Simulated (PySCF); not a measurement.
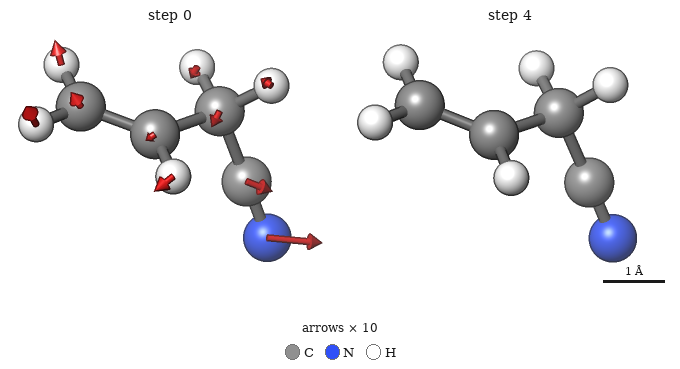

The structure of C$_{4}$H$_{5}$N before (left) and after (right) a relaxation, at one scale. The red arrows give the displacements, magnified 10 times.

A ball-and-stick model, seen at a tilt.

The start comes from GFN2-xTB.

All numbers below come from PBE0-D3(BJ)/def2-SVP geometry optimisation, gas phase (PySCF). 

Question: What changed between the two?

Answer: The N atom moves most after the best rigid fit: 0.099 Å. Largest moves by element: N 0.099 Å, H 0.059 Å, C 0.052 Å. Some distances before and after: C–C 1.443 → 1.462 Å, C–H 1.076 → 1.093 Å, C–N 1.143 → 1.157 Å, C–C 1.319 → 1.331 Å. Among the angles between lasting bonds that change: C–C–C 110.0° → 112.6°, H–C–H 109.0° → 106.8°. Over 4 geometry steps the energy falls by 4.94 kJ/mol. Largest force component: 1.5 eV/Å at the start, 0.013 eV/Å at the end. The run took roughly 29 core-seconds on a shared host.
